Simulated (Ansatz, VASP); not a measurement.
## CaO: VASP beside Ansatz

Aim: how closely do two programs agree when they are given the same cell, functional and k mesh? The cell is taken from a series of VASP runs on this material, whose earlier steps may have relaxed, scaled or displaced it; both programs get it as it stands. Valence electrons are named where the data sets of a main pair hold unlike numbers.

Main program and level: Ansatz 0.2.0; plane waves, with VASP 6.6.1 beside it; band structure at LDA, dielectric response at LDA and single point at LDA.

## Step 1: The starting structure

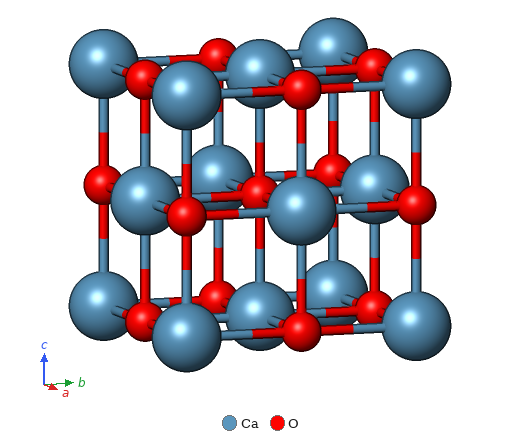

The starting structure, seen slightly off an axis (calcium blue, oxygen red). This picture shows the conventional cell, with its axes. Some periodic images of atoms are drawn too.

## Step 2: VASP: band structure, LDA

Levels along a path test the potential and the projectors away from the mesh points.

Lines of VASP's logs that name or quote its potential files are left out, and so is its time.

Contents of INCAR:

```
SYSTEM = CaO
PREC = Accurate
ENCUT = 460
EDIFF = 1E-06
NELM = 100
ISMEAR = 0
SIGMA = 0.03
LREAL = .FALSE.
ALGO = Normal
GGA = CA
NBANDS = 20
LORBIT = 11
LWAVE = .FALSE.
LCHARG = .FALSE.
KPAR = 4
LASPH = .TRUE.
```

Contents of POSCAR:

```
CaO
1.0
    0.0000000000      2.3597737825      2.3597737825
    2.3597737825      0.0000000000      2.3597737825
    2.3597737825      2.3597737825      0.0000000000
Ca O
1 1
Direct
    0.0000000000      0.0000000000      0.0000000000
    0.5000000000      0.5000000000      0.5000000000
```

Contents of KPOINTS:

```
Automatic mesh
0
Gamma
8 8 8
0 0 0
```

Contents of KPOINTS_OPT:

```
Line mode
10
Line-mode
Reciprocal
  0.00000000   0.00000000   0.00000000 GAMMA
  0.50000000   0.00000000   0.50000000 X

  0.50000000   0.00000000   0.50000000 X
  0.50000000   0.25000000   0.75000000 W

  0.50000000   0.25000000   0.75000000 W
  0.37500000   0.37500000   0.75000000 K

  0.37500000   0.37500000   0.75000000 K
  0.00000000   0.00000000   0.00000000 GAMMA

  0.00000000   0.00000000   0.00000000 GAMMA
  0.50000000   0.50000000   0.50000000 L

  0.50000000   0.50000000   0.50000000 L
  0.62500000   0.25000000   0.62500000 U

  0.62500000   0.25000000   0.62500000 U
  0.50000000   0.25000000   0.75000000 W

  0.50000000   0.25000000   0.75000000 W
  0.50000000   0.50000000   0.50000000 L

  0.50000000   0.50000000   0.50000000 L
  0.37500000   0.37500000   0.75000000 K

  0.62500000   0.25000000   0.62500000 U
  0.50000000   0.00000000   0.50000000 X
```

Potentials, in the order of the species: Ca_sv and O (LDA family, release 64).

Command:

```bash
> mpirun -np 4 vasp_std
```

Numbers of over 12 decimals in the logs are rounded to 6 here.

The log of the run:

```text
[banner, memory and clock lines left out]
running    4 mpi-ranks, on    1 nodes
 distrk:  each k-point on    1 cores,    4 groups
 distr:  one band on    1 cores,    1 groups

 POSCAR found type information on POSCAR CaO
 POSCAR found :  2 types and       2 ions
 LDA part: xc-table for (Slater(with rela. corr.)+CA(PZ))
 , standard interpolation
 POSCAR, INCAR and KPOINTS ok, starting setup
 FFT: planning ... GRIDC
 FFT: planning ... GRID_SOFT
 FFT: planning ... GRID
 WAVECAR not read
 entering main loop
       N       E                     dE             d eps       ncg     rms          rms(c)
DAV:   1     0.117389751711E+03    0.11739E+03   -0.72553E+03  1168   0.751E+02
DAV:   2    -0.115704958441E+02   -0.12896E+03   -0.11976E+03  1268   0.235E+02
DAV:   3    -0.158463586387E+02   -0.42759E+01   -0.42316E+01  1488   0.429E+01
DAV:   4    -0.159344313095E+02   -0.88073E-01   -0.88028E-01  1400   0.567E+00
DAV:   5    -0.159363498912E+02   -0.19186E-02   -0.19185E-02  1440   0.786E-01    0.844E+00
DAV:   6    -0.143711041012E+02    0.15652E+01   -0.26456E+00  1292   0.162E+01    0.359E+00
DAV:   7    -0.142598968268E+02    0.11121E+00   -0.27623E-01  1348   0.474E+00    0.182E+00
DAV:   8    -0.142262948438E+02    0.33602E-01   -0.10040E-01  1512   0.237E+00    0.477E-01
DAV:   9    -0.142243863666E+02    0.19085E-02   -0.45027E-03  1360   0.440E-01    0.104E-01
DAV:  10    -0.142244970853E+02   -0.11072E-03   -0.18571E-04  1348   0.116E-01    0.420E-02
DAV:  11    -0.142244799193E+02    0.17166E-04   -0.16702E-05  1524   0.388E-02    0.667E-03
DAV:  12    -0.142244798218E+02    0.97501E-07   -0.40198E-06  1304   0.135E-02
   1 F= -.14224480E+02 E0= -.14224480E+02  d E =-.117510E-13
 Start KPOINTS_OPT (optional k-point list driver)
k-point batch [1-29\100]
       N       E                     dE             ncg
DAV:   1    -0.143380757016E+04   -0.17640E+05     1160
DAV:   2    -0.510854428264E+04   -0.36747E+04     1308
DAV:   3    -0.523132923980E+04   -0.12278E+03     1488
DAV:   4    -0.523339463984E+04   -0.20654E+01     1352
DAV:   5    -0.523343456351E+04   -0.39924E-01     1456
DAV:   6    -0.523343557517E+04   -0.10117E-02     1344
DAV:   7    -0.523343560263E+04   -0.27459E-04     1440
DAV:   8    -0.523343560332E+04   -0.69689E-06      916
[...]
k-point batch [88-100\100]
       N       E                     dE             ncg
DAV:   1     0.877993528945E+04   -0.93522E+04      520
DAV:   2     0.717086473433E+04   -0.16091E+04      572
DAV:   3     0.711688432324E+04   -0.53980E+02      736
DAV:   4     0.711623247075E+04   -0.65185E+00      564
DAV:   5     0.711622382218E+04   -0.86486E-02      700
DAV:   6     0.711622365275E+04   -0.16943E-03      560
DAV:   7     0.711622364891E+04   -0.38428E-05      700
DAV:   8     0.711622364884E+04   -0.72807E-07      372
```

From OUTCAR (step 2):

```text
ion  position               nearest neighbor table
   1  0.000  0.000  0.000-   2 2.36   2 2.36   2 2.36   2 2.36   2 2.36   2 2.36
   2  0.500  0.500  0.500-   1 2.36   1 2.36   1 2.36   1 2.36   1 2.36   1 2.36

  LATTYP: Found a face centered cubic cell.
 ALAT       =     4.7195475650

 Subroutine GETGRP returns: Found 48 space group operations
 (whereof 48 operations were pure point group operations)

The static configuration has the point symmetry O_h .

 Found     29 irreducible k-points:

   k-points           NKPTS =     29   k-points in BZ     NKDIM =     29   number of bands    NBANDS=     20

   dimension x,y,z NGX =    24 NGY =   24 NGZ =   24
   dimension x,y,z NGXF=    48 NGYF=   48 NGZF=   48

   ENCUT  =  460.0 eV  33.81 Ry    5.81 a.u.   5.84  5.84  5.84*2*pi/ulx,y,z

   NELECT =      16.0000    total number of electrons

 k-points in reciprocal lattice and weights: Automatic mesh
   0.00000000  0.00000000  0.00000000       0.002
   0.12500000  0.00000000  0.00000000       0.016
   0.25000000  0.00000000  0.00000000       0.016
   0.37500000  0.00000000  0.00000000       0.016
   0.50000000  0.00000000  0.00000000       0.008
   0.12500000  0.12500000  0.00000000       0.012
   0.25000000  0.12500000  0.00000000       0.047
   0.37500000  0.12500000  0.00000000       0.047
   0.50000000  0.12500000  0.00000000       0.047
[...]
-0.37500000  0.50000000  0.12500000       0.023
  -0.25000000  0.50000000  0.25000000       0.012

 average (electrostatic) potential at core
       1 -43.2403       2 -71.1139

 E-fermi :   2.4819

 k-point     1 :       0.0000    0.0000    0.0000
  band No.  band energies     occupation
    ...
      4     -15.5106      2.00000
      5     -12.9756      2.00000
      6       2.3385      2.00000
      7       2.3385      2.00000
      8       2.3385      2.00000
      9       7.3577      0.00000
     10       8.5723      0.00000
     11       8.5723      0.00000
     12       8.5723      0.00000
     13      10.2339      0.00000
    ...

 k-point     2 :       0.1250    0.0000    0.0000
  band No.  band energies     occupation
    ...
      4     -15.5202      2.00000
      5     -12.6735      2.00000
      6       1.7700      2.00000
      7       2.0999      2.00000
      8       2.0999      2.00000
      9       8.0513      0.00000
     10       8.5377      0.00000
     11       8.8625      0.00000
     12       8.8625      0.00000
     13      10.6457      0.00000
    ...

 k-point     3 :       0.2500    0.0000    0.0000
  band No.  band energies     occupation
    ...
      4     -15.5434      2.00000
      5     -12.1048      2.00000
      6       0.6949      2.00000
      7       1.5931      2.00000
      8       1.5931      2.00000
      9       8.6265      0.00000
     10       9.5353      0.00000
     11       9.6268      0.00000
     12       9.6268      0.00000
     13      11.6296      0.00000
    ...

  Total       -0.0839514     -0.0839514     -0.0839514      0.0000000      0.0000000     -0.0000000
  in kB       -5.1179650     -5.1179650     -5.1179650      0.0000000      0.0000000     -0.0000000
  external PRESSURE =      -5.1179650 kB  Pullay stress =       0.0000000 kB

  energy-cutoff  :      460.00
  volume of cell :       26.28
      direct lattice vectors                 reciprocal lattice vectors
     0.000000000  2.359773783  2.359773783    -0.211884717  0.211884717  0.211884717
     2.359773783  0.000000000  2.359773783     0.211884717 -0.211884717  0.211884717
     2.359773783  2.359773783  0.000000000     0.211884717  0.211884717 -0.211884717

 POSITION                                       TOTAL-FORCE (eV/Angst)
 -----------------------------------------------------------------------------------
      0.00000      0.00000      0.00000         0.000000      0.000000      0.000000
      2.35977      2.35977      2.35977        -0.000000     -0.000000     -0.000000
 -----------------------------------------------------------------------------------
    total drift:                                0.000000     -0.000000     -0.000000

  FREE ENERGIE OF THE ION-ELECTRON SYSTEM (eV)
  ---------------------------------------------------
  free  energy   TOTEN  =       -14.2244798218 eV

  energy  without entropy=      -14.2244798218  energy(sigma->0) =      -14.22447982

 total charge
# of ion       s       p       d       tot
------------------------------------------
    1        2.045   5.883   0.338   8.267
    2        1.548   3.451   0.000   4.998
--------------------------------------------------
tot          3.593   9.334   0.338  13.265

[... 3 further parts left out ...]
```

The run ends at a pressure of -0.51 GPa.

## Step 3: Ansatz: band structure, LDA

Ansatz runs on its default PAW (the set named soft_2) files.

The same cell, functional (in two slightly different forms), mesh and smearing now go to Ansatz, which takes its cutoff from its data sets.

Contents of input.yaml:

```yaml
crystal:
  lattice:
    - [0.0, 2.3597737825, 2.3597737825]
    - [2.3597737825, 0.0, 2.3597737825]
    - [2.3597737825, 2.3597737825, 0.0]
  atoms:
    - { symbol: Ca, position: [0.0, 0.0, 0.0] }
    - { symbol: O, position: [0.5, 0.5, 0.5] }
hamiltonian:
  xc: lda
  pseudopotentials: { kind: paw }
kpoints:
  mp_grid: { grid: [8, 8, 8] }
  band_path:
    path:
      - [0.0, 0.0, 0.0]
      - [0.16667, 0.0, 0.16667]
      - [0.33333, 0.0, 0.33333]
      - [0.5, 0.0, 0.5]
      - [0.5, 0.08333, 0.58333]
      - [0.5, 0.19444, 0.69444]
      - [0.5, 0.25, 0.75]
      - [0.45833, 0.29167, 0.75]
      - [0.40278, 0.34722, 0.75]
      - [0.375, 0.375, 0.75]
      - [0.20833, 0.20833, 0.41667]
      - [0.08333, 0.08333, 0.16667]
      - [0.0, 0.0, 0.0]
      - [0.22222, 0.22222, 0.22222]
      - [0.38889, 0.38889, 0.38889]
      - [0.51389, 0.47222, 0.51389]
      - [0.55556, 0.38889, 0.55556]
      - [0.61111, 0.27778, 0.61111]
      - [0.61111, 0.25, 0.63889]
      - [0.56944, 0.25, 0.68056]
      - [0.51389, 0.25, 0.73611]
      - [0.5, 0.27778, 0.72222]
      - [0.5, 0.38889, 0.61111]
      - [0.5, 0.47222, 0.52778]
      - [0.48611, 0.48611, 0.52778]
      - [0.43056, 0.43056, 0.63889]
      - [0.38889, 0.38889, 0.72222]
      - [0.59722, 0.19444, 0.59722]
      - [0.55556, 0.11111, 0.55556]
      - [0.5, 0.0, 0.5]
    npoints: 1
scf:
  occupations: { method: gaussian, width: 0.03 }
  n_extra_bands: 7
output:
  forces: true
  stress: true
  eigenvalues: true
```

Command:

```bash
> ansatz run input.yaml --threads 2 --pin off --max-ram 4608MiB --backend cpu --events-out ev --progress --plain --runs-dir out
```

The log of the run:

```text
scf.n_extra_bands = 7 over 8 filled bands (N_el = 16.0): the run solves 15 bands
Engine: ansatz 0.2.0, aarch64-unknown-linux-gnu
Pseudopotentials: kind: paw
Pseudopotential: Ca, paw, valence charge 10, recommended cutoff 420 eV (normal), Ca.paw.azcp
Pseudopotential: O, paw, valence charge 6, recommended cutoff 420 eV (normal), O.paw.azcp
Functional definition: SPW92
  exchange = slater_x
  correlation = pw_c
Crystal: 2 atoms, lattice volume = 26.281 Å³
Basis set: ecut = 420 eV, 531 PW (Γ)
Bands: 15, of which v1, the nominal top of the filled ones, is band 8 counted from 1 (7 counted from 0)
Symmetry: 48 space group operations
Space group: Fm-3m (ITA 225), of the structure as read, at distance tolerance 3.0e-5 Å
k-points: 29 of 512
Non-local potential: Ca, projectors of the file, l = 0: 3, l = 1: 2, l = 2: 2
Non-local potential: O, projectors of the file, l = 0: 2, l = 1: 2, l = 2: 1
PAW form: soft (Blöchl's): semilocal exchange-correlation on the pseudo side does not see the compensation charge
PAW frozen core: Ca, regenerated for the run's functional, and the local potential with it (the file was generated under x = pbe(κ = 0.804, μ = 0.219515), c = pbe(β = 0.066725))
PAW frozen core: O, regenerated for the run's functional, and the local potential with it (the file was generated under x = pbe(κ = 0.804, μ = 0.219515), c = pbe(β = 0.066725))
PAW one-centre angular grid: Ca, 110 points (default); XC on 64 Gauss nodes
PAW one-centre angular grid: O, 110 points (default); XC on 64 Gauss nodes
Initial density: superposition of atomic densities (neutral atoms: chi_scale 0, normalization atom), corrected by the library's trained network
Initial wavefunctions: pseudopotential atomic-orbital guess
Functional: x = slater, c = lda
SCF iter   1: F=—  HF=-2331.658274 eV  |F-HF|=—  |Δ(HF+E_count)|=         —  Δρ=1.72e-2  dr2=7.49e-2  ethr=1.77e-3  ⟨swp⟩=7.4  Hψ=2916  notcnv=0  defer=6
preconditioner: auto → none  [insulator: Δε(μ)=3.194 eV  Ē_g=19.980 eV  σ=0.030 eV  W_gap=1.00  n_scr=8 (ndim 8)  ℏωp=27.1 eV  f_vac=0.000  D(μ)=0.00/eV (n_scr^D=0)  ε∞_Penn≈2.8]
SCF iter   2: F=—  HF=-2331.641664 eV  |F-HF|=—  |Δ(HF+E_count)|=   1.66e-2  Δρ=6.10e-3  dr2=1.02e-2  ethr=4.68e-4  ⟨swp⟩=2.0  Hψ=812  notcnv=0  defer=30
SCF iter   3: F=—  HF=-2331.639143 eV  |F-HF|=—  |Δ(HF+E_count)|=   2.52e-3  Δρ=6.70e-4  dr2=4.75e-5  ethr=6.40e-5  ⟨swp⟩=2.1  Hψ=647  notcnv=0  defer=35
SCF iter   4: F=—  HF=-2331.639131 eV  |F-HF|=—  |Δ(HF+E_count)|=   1.24e-5  Δρ=5.85e-5  dr2=7.71e-7  ethr=2.97e-7  ⟨swp⟩=2.1  Hψ=585  notcnv=0  defer=35
iter 5 did not close the SCF: its close was put off for the readings that it lacked (scf_convergence_deferred on its scf_iter line)
SCF iter   5: F=-2331.639131 eV  HF=-2331.639131 eV  |F-HF|=7.73e-10  |Δ(HF+E_count)|=   1.56e-7  Δρ=8.41e-6  dr2=6.92e-9  ethr=4.82e-9  ⟨swp⟩=2.8  Hψ=589  notcnv=0  defer=35
SCF iter   6: F=-2331.639131 eV  HF=-2331.639131 eV  |F-HF|=1.51e-9  |Δ(HF+E_count)|=   4.28e-9  Δρ=3.02e-6  dr2=1.90e-9  ethr=4.33e-11  ⟨swp⟩=5.5  Hψ=1814  notcnv=0
SCF 1 converged in 6 iterations: F = -2331.639131 eV  dr2 = 1.90e-9
  greatest PAW one-centre occupation: 0.996 electrons in one spin orbital (limit 2), on the Ca atom at site 0 (counted from 0), in its partial waves of l = 0
NSCF: frozen V_eff on 30 k-points
SCF converged after 6 iterations
Free energy (F): -2331.639131 eV
Harris-Foulkes:  -2331.639131 eV  (|F-HF|=1.51e-9)
Internal energy: -2331.639131 eV  (E = F + TS)
E sigma→0 (E₀):  -2331.639131 eV
Fermi energy:    9.635409 eV
--- Per-component energies (eV) ---
  E_band       = -93.185976
  E_kinetic    = 455.634422
  E_local      = -864.039930  (includes V_loc(G=0)·N_el)
  E_nonlocal   = 116.972212
  E_hartree    = 283.718787
  E_xc         = -210.192052
  E_vxc        = -266.490564  (∫ρ·V_xc dr)
  E_paw        = -963.392007  (= ΣΔE_a)
  E_vpaw       = -102.702058  (= ΣTr[D̂ρ^β])
  E_aug_tail   = 0.002460  (compensation charges beyond the density's cutoff)
  E_ewald      = -1150.723109
  E_core_change = 0.380087  (= ΣΔE_core)
  E_smearing   = -0.000000  (= −TS)
  E_closure    = -0.000000  (closes the sum)
  Σ components = -2331.639131   (vs F -2331.639131, Δ=0.00e0)
--- Forces (eV/Å), atoms counted from 1 ---
  atom   1  Ca    -0.00000000     0.00000000    -0.00000000
  atom   2  O      0.00000000     0.00000000    -0.00000000
  max |Σ_I F_I| component: 1.35e-29 eV/Å
--- Stress (GPa, compression-positive) ---
       -0.946228      -0.000000      -0.000000
        0.000000      -0.946228       0.000000
       -0.000000       0.000000      -0.946228
  P = ⅓ Tr σ = -0.9462 GPa (-9.462 kbar)
--- Band table (eV; the first three rows and the last of 29) ---
  k-point 0: bands = [... 4 lower, -7.4055, 7.9075, 7.9075, 7.9075, 12.9312, 14.1611, 14.1611, 14.1611, ... 3 higher]
  k-point 1: bands = [... 4 lower, -7.1103, 7.3418, 7.6716, 7.6716, 13.6244, 14.1232, 14.4490, 14.4490, ... 3 higher]
  k-point 2: bands = [... 4 lower, -6.5494, 6.2724, 7.1717, 7.1717, 14.2074, 15.1080, 15.2078, 15.2078, ... 3 higher]
  k-point 28: bands = [... 4 lower, -6.6433, 6.5129, 6.8386, 6.8386, 14.2741, 14.2741, 16.6744, 17.8268, ... 3 higher]
```

It took 1.4 s on 2 threads of Arm Neoverse N1, shared host; peak memory 0.24 GiB.

The column dr2 measures how far the density is from self-consistency, as an energy; F and HF (Harris–Foulkes) agree once it is small.

## Step 4: Differences

Known differences besides the potentials themselves: the two LDA forms differ slightly; the cutoff is 420 eV in Ansatz and 460 eV in VASP; VASP's log shows a relativistic correction to its local exchange, Ansatz's none. Total energies have different zeros and are not compared.

The two programs side by side:

| quantity | Ansatz | VASP | difference |
| --- | --- | --- | --- |
| pressure (GPa) | -0.95 | -0.51 | -0.43 |
| pressure without Ansatz's Pulay correction (GPa) | -1.57 | -0.51 | -1.06 |
| gap over the path points (eV) | 3.456 | 3.426 | +0.030 |

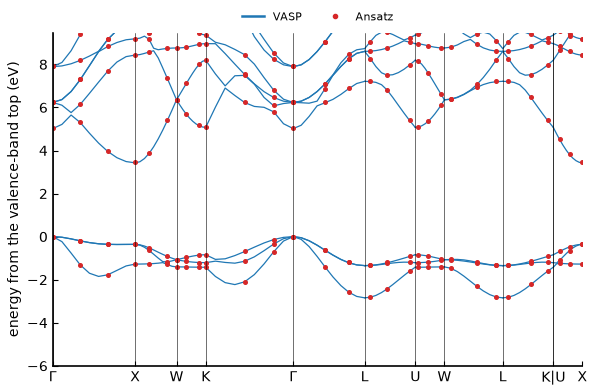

Bands from VASP (lines) and levels from Ansatz (dots). Dots without a line are higher empty bands that the VASP plot leaves out.

Levels at points of the path, from each program's valence-band top (eV; 3 filled, then empty):

| k (reciprocal lattice) | Ansatz | VASP |
| --- | --- | --- |
| 0.000 0.000 0.000 | 0.00 0.00 0.00 5.02 6.25 6.25 | 0.00 0.00 0.00 5.02 6.23 6.23 |
| 0.167 0.000 0.167 | -1.30 -0.20 -0.20 5.32 6.15 7.30 | -1.31 -0.20 -0.20 5.30 6.14 7.29 |
| 0.333 0.000 0.333 | -1.77 -0.36 -0.36 3.98 7.69 8.84 | -1.77 -0.36 -0.36 3.96 7.69 8.83 |
| 0.500 0.000 0.500 | -1.28 -0.36 -0.36 3.46 8.44 9.20 | -1.27 -0.36 -0.36 3.43 8.43 9.19 |
| 0.500 0.083 0.583 | -1.26 -0.64 -0.52 3.89 8.58 9.17 | -1.26 -0.64 -0.52 3.86 8.57 9.17 |
| 0.500 0.194 0.694 | -1.28 -1.17 -0.92 5.41 7.35 8.75 | -1.29 -1.17 -0.92 5.40 7.34 8.74 |
| 0.500 0.250 0.750 | -1.40 -1.07 -1.07 6.37 6.37 8.77 | -1.41 -1.07 -1.07 6.36 6.36 8.76 |
| 0.458 0.292 0.750 | -1.40 -1.15 -0.96 5.71 7.12 8.80 | -1.41 -1.15 -0.97 5.69 7.11 8.80 |
| 0.403 0.347 0.750 | -1.41 -1.20 -0.85 5.17 8.01 8.94 | -1.42 -1.20 -0.86 5.15 8.01 8.93 |
| 0.375 0.375 0.750 | -1.42 -1.21 -0.83 5.09 8.20 8.97 | -1.42 -1.21 -0.84 5.07 8.19 8.96 |

Among the levels compared at these points, filled levels agree within 17 meV and empty ones within 30 meV. Ansatz's pressure holds a Pulay correction of 0.63 GPa; VASP's holds none.

(Part 1 of 2 ends here.)

[Lines on the potential files, build, host, timing and source positions are cut from VASP's logs without a mark.]

[Logs are printed without paths, hosts, clocks, repeated set-up lines and the standing remarks that a program may print on its own settings, such as how far it seeks lower states.]

[Hosts, paths, dates, database ids (printed as entryN), source tags and the programs' standing remarks are cut or masked in the printed files.]
